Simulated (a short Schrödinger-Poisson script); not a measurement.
Stack: MOS inversion layer, SiO2 on p-type Si(100), at 200 K.

```tsv
layer	material	thickness (nm)	Na (cm⁻³)
1	SiO2	1	-
2	Si	1900	5.3e16
```

The device is made up for the run: typed textbook-type constants, with dimensions and the other settings drawn at random. SiO2: permittivity 3.9, conduction-band edge (eV) 3.15, gap (eV) 9, electron mass (mₑ) 0.5. Si: permittivity 11.7, conduction-band edge (eV) 0, gap (eV) 1.124, Nv at 300 K (cm⁻³) 3.1e19.

Channel valleys (confinement mass, in-plane density-of-states mass, number): Δ2 0.916, 0.19, 2; Δ4 0.19, 0.417, 4. At the gate the conduction-band edge of layer 1 lies 3.53 eV − eVg above the Fermi level of the channel; the field vanishes at the back. Gaps are held at their typed values at every temperature. Mesh 0.03 nm at interfaces.

From a short Schrödinger-Poisson script (our own, NumPy): 1D Poisson equation in equilibrium, electrons quantum, Hartree (BenDaniel-Duke, 12 states a valley, the channel's in-plane mass for all, wave functions ending at the dielectric), parabolic valleys, classical holes, full ionisation, no traps, pinning or gate leakage.

Only gate voltages with over 1e8 electrons/cm² are shown.

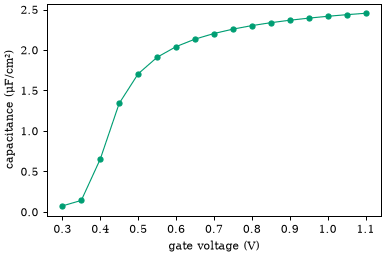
Figure: Quasi-static capacitance against gate voltage

| Vg (V) | electrons (cm⁻²) | C (μF/cm²) | Δ2 E0 (meV) | Δ2 E1 (meV) | Δ4 E0 (meV) | Δ4 E1 (meV) |
|---|---|---|---|---|---|---|
| 0.3 | 5.70e8 | 0.0738 | 158.7 | 190.1 | 187.6 | 239.9 |
| 0.4 | 9.65e10 | 0.652 | 69.1 | 102.4 | 99.9 | 154.5 |
| 0.5 | 8.82e11 | 1.71 | 26.9 | 66.9 | 64.5 | 122.7 |
| 0.6 | 2.06e12 | 2.04 | 7.6 | 55.0 | 52.8 | 114.1 |
| 0.7 | 3.39e12 | 2.20 | -5.8 | 48.6 | 46.5 | 110.2 |
| 0.8 | 4.80e12 | 2.30 | -16.7 | 44.1 | 42.1 | 107.9 |
| 0.9 | 6.26e12 | 2.37 | -26.4 | 40.5 | 38.7 | 106.2 |
| 1 | 7.75e12 | 2.42 | -35.4 | 37.4 | 35.7 | 104.9 |
| 1.1 | 9.27e12 | 2.45 | -44.0 | 34.7 | 33.0 | 103.9 |

Subbands count from the Fermi level.
